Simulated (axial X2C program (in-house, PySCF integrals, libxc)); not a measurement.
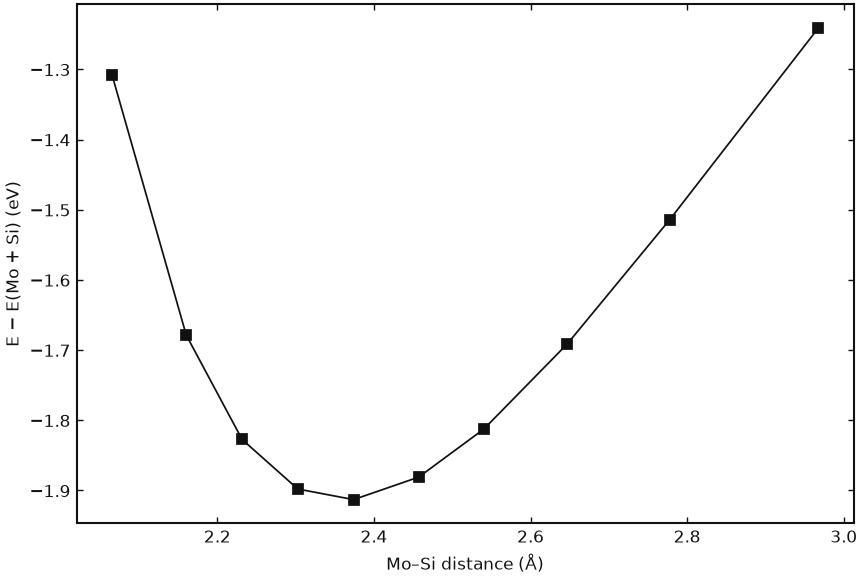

Energy at 10 bond lengths, for one set of occupations held fixed; the line joins the points. A polynomial of degree 6 through 9 points gives rₑ = 2.361 Å, ωₑ = 321.2 cm⁻¹, ωₑxₑ = 1.6 cm⁻¹ and Bₑ = 0.1389 cm⁻¹. The minimum lies 1.91 eV below Mo + Si, each computed as one determinant at the same level.

Run report: MoSi, relativistic diatomic calculation

- system: MoSi, single determinant with Ω = 3.
- method: PBE0, two-component X2C with atomic mean-field Coulomb and Gaunt terms, Mo dyall-cv3z, Si dyall-v3z (cores contracted) (axial X2C program (in-house, PySCF integrals, libxc))

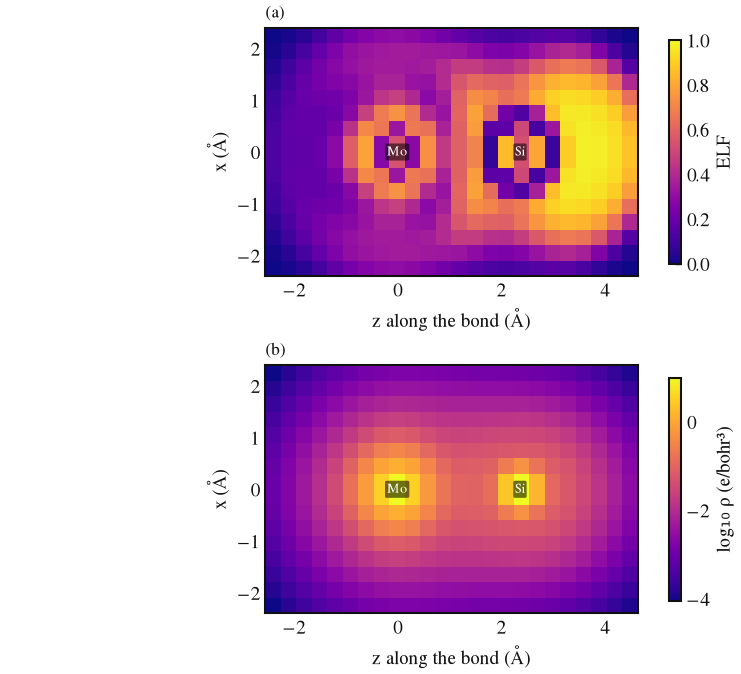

(a) electron localisation function; (b) electron density on a logarithmic scale, in a plane that holds the axis, at 2.37 Å, on points 0.3 Å apart (one half computed, the other mirrored); the structure near the nuclei is finer than these points.

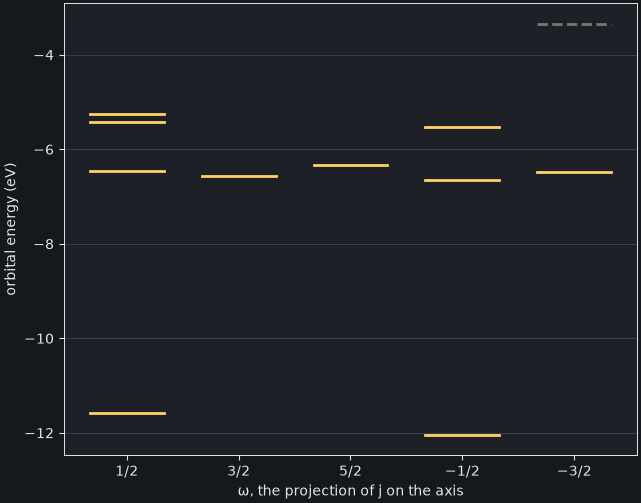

Orbital energies near the frontier at 2.37 Å, filled (solid) and empty (dashed). The highest filled spinor (1/2; 62 % Si p, 26 % Mo d) lies at −5.24 eV, the lowest empty one (−3/2; 61 % Si p, 27 % Mo d) at −3.34 eV.

These pictures come from the run below.

The input:
```
{"zs": [42, 14], "q": 0, "bas": ["dyall-cv3z", "dyall-v3z"], "levels": ["PBE0", "HF", "BLYP"], "cc": true, "r0": 2.54, "thr": -1.0, "nmax": 90, "npts": 10, "nst": 2, "ntry": 6}
```

The line is the task of a batch: nuclear charges, charge, bases, the levels to run, a first guess of the distance and further settings. This report covers PBE0 with spin-orbit coupling. The log is that of the reference distance 2.374 Å, started from orbitals converged before.

Launched within a batch (the task file carries these settings):
```bash
python <driver script> task.json out
```

Output:
```
two-component X2C + atomic mean field  PBE0
basis functions 200  fitting functions 981  grid points 5082
iter        total energy     max residual
   1      -4336.390943826     5.36e-05
   2      -4336.390943833     2.03e-05
   3      -4336.390943836     3.27e-05
   4      -4336.390943840     1.44e-05
converged
one-electron -6243.97613525  Coulomb 1923.71119120  exact exchange -35.71969213  xc functional -109.53894511  nuclear repulsion 131.06832351  atomic mean-field constant -1.93568607
```

The points of the curve:

```csv
R (Å),E (hartree),"dipole (D; origin at the first atom, positive when the second is positive)",highest filled (eV),lowest empty (eV)
2.065,−4336.368696,−2.41,−5.25,−3.59
2.160,−4336.382334,−2.55,−5.32,−3.48
2.232,−4336.387796,−2.61,−5.35,−3.42
2.303,−4336.390391,−2.65,−5.29,−3.38
2.374,−4336.390944,−2.66,−5.24,−3.34
2.457,−4336.389768,−2.65,−5.20,−3.31
2.540,−4336.387256,−2.60,−5.18,−3.29
2.647,−4336.382788,−2.51,−5.17,−3.27
2.778,−4336.376295,−2.36,−5.18,−3.27
2.967,−4336.366255,−2.09,−5.22,−3.28
```

Key numbers:

- outcome: converged
- bond length rₑ: 2.361 Å
- ωₑ: 321.2 cm⁻¹
- energy at the minimum: −4336.39097 hartree
- depth below the fragments: 1.91 eV
- hardware: 1 thread of Arm Neoverse V1, 24 GiB of memory available, shared host
- wall time: 22 s
- peak memory: 0.66 GiB
